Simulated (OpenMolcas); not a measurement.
**BH2ClO (SMILES OBCl): levels of theory compared**

Aim: a comparison of 6 runs (B3LYP/6-31G*, B2PLYP/def2-SVPD, B3LYP/def2-SVPD, M06-L/def2-SVPD, PBE0/def2-SVPD) of BH2ClO. 

The calculation is run with OpenMolcas 26.06.

1 further run of the same task is left out (set aside as unsound or not needed).

## Step 1: Starting point

BH2ClO: 5 atoms, total charge 0, spin state singlet. As SMILES, `OBCl`. The B2–H5 distance was set to 1.783 Å, away from the relaxed value. At this shape a bond of the SMILES string is far longer than usual.

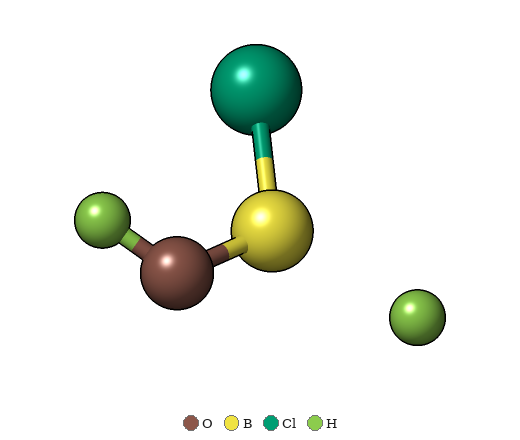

Viewed from a chosen angle; oxygen brown, boron yellow, chlorine teal, hydrogen green.

## Step 2: A single-point energy at B3LYP/6-31G(d) (spherical functions) (run 1)

calc.inp reads:

```
&GATEWAY
  BASLIB=$CurrDir
  COORD
  5
  angstrom
  O       -1.285480      -0.279626      -0.248268
  B       -0.043180       0.201774      -0.107468
  Cl       0.366420       1.834974      -0.640668
  H       -1.899880       0.340174      -0.655068
  H        1.223300      -0.815100       0.628600
  BASIS=6-31Gs
  GROUP=NoSym

&SEWARD
  GRIDINPUT
  Grid=UltraFine
  End of Grid

&SCF
  KSDFT=B3LYP
  THRESHOLDS=1e-10 1e-07 1e-07 1e-05
  PRORBITALS=1 2
```

The basis set 6-31G* is read from a file made from the Basis Set Exchange's data (not shown).

Run with:

```sh
$ export MOLCAS_MEM=1860
$ pymolcas calc.inp > calc.log
```

Output:

```text
--- Start Module: gateway ---
[...]
--- Stop Module: gateway /rc=_RC_ALL_IS_WELL_ ---
--- Start Module: seward ---
[...]
      Basis functions           50
--- Stop Module: seward /rc=_RC_ALL_IS_WELL_ ---
--- Start Module: scf ---
[...]
       Convergence after  14 Iterations
[...]
::    Total KS-DFT energy                            -561.4855278200
[...]
      Total spin, S                                     0.0000000000
[...]
      Total electronic charge=   32.000000
      Total            charge=   -0.000000
[...]
      Dipole Moment (debye):
      Origin of the operator (angstrom)=   -0.1392    0.9601   -0.4311
                   X= -1.8190E+00               Y=  6.4805E-01               Z= -7.3779E-01           Total=  2.0671E+00
      Quadrupole Moment (debye*angstrom):
[...]
--- Stop Module: scf /rc=_RC_ALL_IS_WELL_ ---
[...]
```

It took 8.4 s on 1 thread of Arm Neoverse V2, shared host; peak memory 0.38 GiB.

## Step 3: A single-point energy at B3LYP/6-31G(d) (Cartesian functions) (run 2)

mol.input reads:

```
* BClH2O Kohn-Sham DFT
>>> EXPORT MOLCAS_PRINT=2

&gateway
  baslib=$CurrDir
  coord
  5
  angstrom
  O       -1.285480      -0.279626      -0.248268
  B       -0.043180       0.201774      -0.107468
  Cl       0.366420       1.834974      -0.640668
  H       -1.899880       0.340174      -0.655068
  H        1.223300      -0.815100       0.628600
  basis=6-31Gs
  group=NoSym

&seward
  gridinput
  Grid=UltraFine
  End of Grid

&scf
  ksdft=B3LYP
  thresholds=1e-10 1e-07 1e-07 1e-05
  prorbitals=1 2
```

The basis set 6-31G* is read from a file made from the Basis Set Exchange's data (not shown).

Run with:

```sh
$ export MOLCAS_MEM=1860
$ pymolcas mol.input > mol.log
```

Output:

```text
--- Start Module: gateway ---
[...]
--- Stop Module: gateway /rc=_RC_ALL_IS_WELL_ ---
--- Start Module: seward ---
[...]
      Basis functions           53
--- Stop Module: seward /rc=_RC_ALL_IS_WELL_ ---
--- Start Module: scf ---
[...]
       Convergence after  14 Iterations
[...]
::    Total KS-DFT energy                            -561.4904819469
[...]
      Total spin, S                                     0.0000000000
[...]
      Total electronic charge=   32.000000
      Total            charge=   -0.000000
[...]
      Dipole Moment (debye):
      Origin of the operator (angstrom)=   -0.1392    0.9601   -0.4311
                   X= -1.8088E+00               Y=  6.5857E-01               Z= -7.3921E-01           Total=  2.0620E+00
      Quadrupole Moment (debye*angstrom):
[...]
--- Stop Module: scf /rc=_RC_ALL_IS_WELL_ ---
[...]
```

Run time: 8.7 s. Hardware: 1 thread of Arm Neoverse V2, shared host; peak memory 0.38 GiB.

Runs 3 to 5 aren't shown in full; the table further down has their settings and results.

## Step 4: A single-point energy at PBE0/def2-SVPD (run 6)

input.xyz reads:

```xyz
5

O     -1.285480    -0.279626    -0.248268
B     -0.043180     0.201774    -0.107468
Cl     0.366420     1.834974    -0.640668
H     -1.899880     0.340174    -0.655068
H      1.223300    -0.815100     0.628600
```

test.input reads:

```
* BClH2O Kohn-Sham DFT

&GATEWAY
  BASLIB
  $CurrDir
  COORD
  input.xyz
  BASIS
  def2-SVPD
  GROUP
  NoSym

&SEWARD
  GRIDINPUT
  Grid=UltraFine
  End of Grid

&SCF
  KSDFT
  PBE0
  THRESHOLDS
  1e-10 1e-07 1e-07 1e-05
  PRORBITALS
  1 1
```

The basis set def2-SVPD is read from a file made from the Basis Set Exchange's data (not shown).

Run with:

```sh
$ export MOLCAS_MEM=1860
$ pymolcas test.input > test.log
```

Output:

```text
--- Start Module: gateway ---
[...]
--- Stop Module: gateway /rc=_RC_ALL_IS_WELL_ ---
--- Start Module: seward ---
[...]
      Basis functions           86
--- Stop Module: seward /rc=_RC_ALL_IS_WELL_ ---
[...]
--- Start Module: scf ---
[...]
       Convergence after  14 Iterations
[...]
::    Total KS-DFT energy                            -561.0247939203
[...]
      Total spin, S                                     0.0000000000
[...]
      Total electronic charge=   32.000000
      Total            charge=   -0.000000
[...]
      Dipole Moment (debye):
      Origin of the operator (angstrom)=   -0.1392    0.9601   -0.4311
                   X= -1.5186E+00               Y=  7.2462E-01               Z= -6.8811E-01           Total=  1.8179E+00
      Quadrupole Moment (debye*angstrom):
[...]
--- Stop Module: scf /rc=_RC_ALL_IS_WELL_ ---
[...]
```

Wall time 18 s (1 thread of Arm Neoverse V2, shared host); peak memory 0.47 GiB.

## Step 5: The series

| run | level | Cartesian functions | frozen core orbitals | energy (Eh) | dipole moment (D) | HOMO energy (eV) | LUMO energy (eV) | wall time |
| --- | --- | --- | --- | --- | --- | --- | --- | --- |
| 1 | B3LYP/6-31G* (spherical functions) | no | – | -561.485528 | 2.07 | -7.98 | -0.42 | 8.4 s |
| 2 | B3LYP/6-31G* (Cartesian functions) | yes | – | -561.490482 | 2.06 | -7.98 | -0.42 | 8.7 s |
| 3 | B2PLYP/def2-SVPD | no | 7 | -561.056219 | 1.82 | -9.50 | 0.52 | 18 s |
| 4 | B3LYP/def2-SVPD | no | – | -561.313380 | 1.84 | -8.22 | -0.95 | 18 s |
| 5 | M06-L/def2-SVPD | no | – | -561.280952 | 1.94 | -7.34 | -1.28 | 26 s |
| 6 | PBE0/def2-SVPD | no | – | -561.024794 | 1.82 | -8.41 | -0.72 | 18 s |

## Step 6: Outcome

```
            quantity          value
 run 6: total energy  -561.02479 Eh
run 6: dipole moment         1.82 D
  run 6: HOMO energy       -8.41 eV
  run 6: LUMO energy       -0.72 eV
run 6: HOMO–LUMO gap        7.69 eV
```

In words: The dipole moment (its size) runs from 1.82 D (PBE0/def2-SVPD) to 2.07 D (B3LYP/6-31G*). The two ends differ in method and basis. The HOMO–LUMO gap runs from 6.06 eV (M06-L/def2-SVPD) to 10.01 eV (B2PLYP/def2-SVPD). A double hybrid's value is that of its SCF part. For B2PLYP the log adds the whole second-order term; the table takes 0.27 of it, as the functional is defined. Totals of different functionals can't be ranked against each other. All runs together took 98 s, the longest 26 s.
